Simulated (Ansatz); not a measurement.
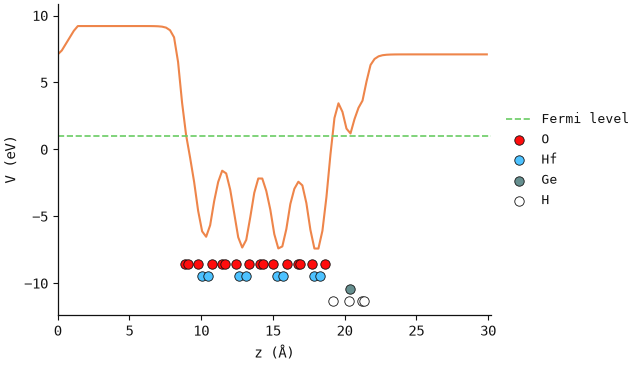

Plane-averaged electrostatic potential energy of an electron across the slab; circles at the bottom mark the heights of the atoms (positions after relaxation). System: a (001) slab cut from HfO$_{2}$ (P2_1/c), of composition Hf$_{8}$GeH$_{4}$O$_{16}$ (not the bulk's), ended by O planes, 29 atoms in the cell. Method: DFT PBE+D3(BJ), scalar-relativistic, plane waves, PAW, no spin polarisation, 3×3×1 k mesh, 420 eV cutoff, Gaussian smearing of 0.05 eV (Ansatz).

The work function is 6.08 eV at the right face and 8.20 eV at the left. The vacuum level is 2.12 eV higher at the left than at the right, so the slab carries a dipole along its normal; the ramp in the vacuum, at or near the edge of the plot, is the dipole correction that keeps each side flat. Some atoms were held fixed in the relaxation, which can itself make the faces differ. The outermost atoms are 12.5 Å apart, which leaves 17.7 Å of vacuum in a cell 30.2 Å high.

Spin-orbit coupling is left out, which matters for Hf.
